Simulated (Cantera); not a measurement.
A closed system holds: 1 mol V2O5, 560 mol H2, held at 0.0930 bar.

Equilibrium computed with Cantera from the NASA thermochemical tables; the gas is ideal and each condensed phase is pure. Candidate condensed phases: H2O, V, VO, V2O3, V2O4, V2O5; 12 gas species. Mutual solubility and eutectic melting of coexisting phases are not modelled. VO: taken at fixed stoichiometry. Condensed phases not in the tables: the oxides between V2O3 and V2O5 other than VO2. Kinetics and transport are ignored.

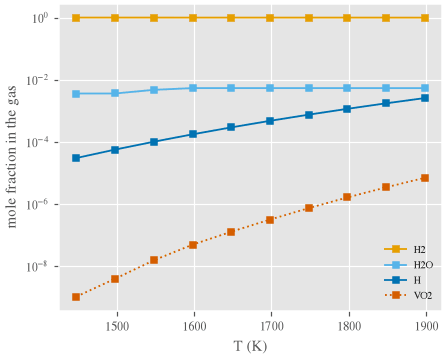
Figure: Equilibrium gas composition (values under 1e-9 drawn at 1e-9)

Problem. Read off the mole fractions at 1598 K.

Solution. H2 about 0.99, H2O about 0.0054, H about 0.00017, VO2 about 4.9e-8.
